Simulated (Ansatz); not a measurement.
## Electronic structure of C3H4F3 (SMILES C[C@H](F)[C+](F)F) (charge +1) in real space

```tsv
atom	x (Å)	y (Å)	z (Å)
C	-1.0835	-1.3171	2.0594
C	-0.0376	-1.3452	0.9253
C	0.8550	-0.1760	1.0466
F	0.7157	-2.4604	0.9563
F	0.4227	0.9961	0.9493
F	2.0735	-0.2849	1.2878
H	-1.7096	-2.2077	1.9029
H	-0.5869	-1.3884	3.0368
H	-1.7128	-0.4180	2.0041
H	-0.5548	-1.2364	-0.0570
```

Geometry: r2SCAN-D4/def2-SVP.

Theory: isolated molecule in a Gaussian basis; Kohn-Sham density functional theory, functional PBE0 (Ansatz 0.2.0).

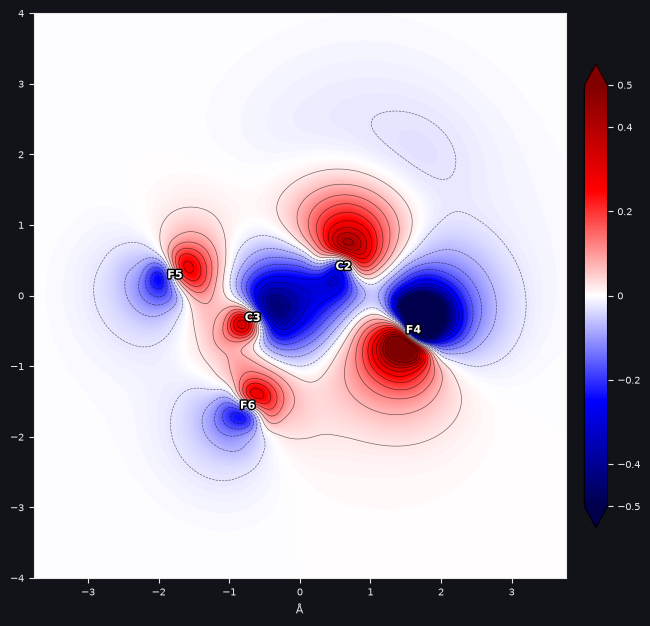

Figure 1. The HOMO−1 on the plane of atoms C2, C3 and F5 (values in Å⁻³ᐟ²; the overall sign is arbitrary).

**What is the character of this orbital?**

By Hirshfeld shares it lies mainly on F4 (about 30 %), C1 (about 25 %), C2 (about 10 %), H7 (about 10 %), C3 (about 5 %) and H8 (about 5 %). Its energy is −16.57 eV.

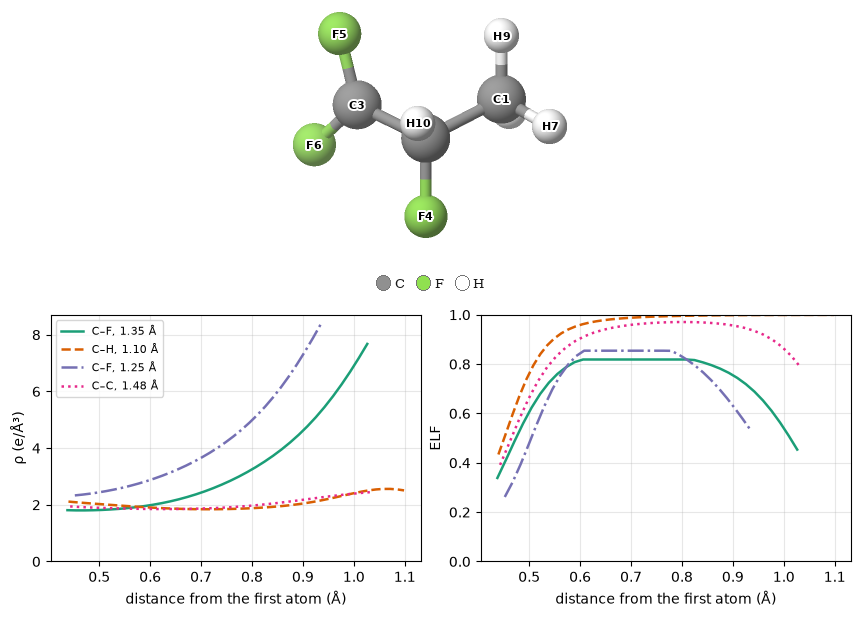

Figure 2. Total electron density and electron localisation function along straight lines between neighbouring atoms. The curves leave out the atomic cores. The structure is drawn too.

**What can be read from the curves?**

C–F (1.35 Å): the density is about 2.3 e/Å³ at the midpoint, with its minimum of 1.8 e/Å³ about 0.5 Å from C; the ELF peaks at about 0.80 between the atoms; a polar covalent bond.
C–H (1.10 Å): ρ is about 2 e/Å³ halfway; the ELF climbs to about 1 towards the hydrogen, as it does in any bond to H: a covalent bond by its length.
C–F (1.25 Å): ρ at the midpoint is about 3 e/Å³; the ELF peaks at about 0.85 between the atoms; a polar covalent bond.
C–C (1.48 Å): ρ at the midpoint is about 1.9 e/Å³; the ELF peaks at about 1 between the atoms: a covalent bond.

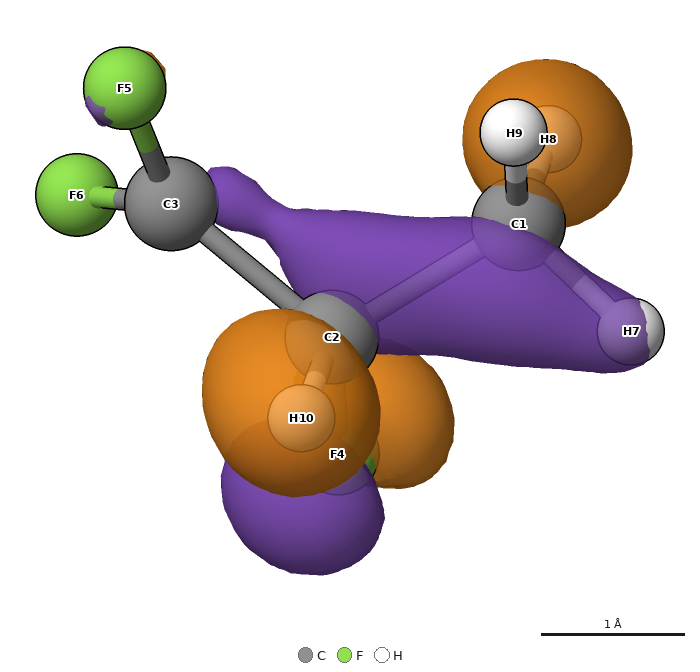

Figure 3. The HOMO at ±0.2 Å⁻³ᐟ² (orange and purple are the two phases), seen at a tilt.

**What is the character of this orbital?**

By Hirshfeld shares it lies mainly on F4 (about 35 %), C1 (about 20 %), C2 (about 15 %), H10 (about 10 %) and H8 (about 10 %). Its energy is −16.23 eV.
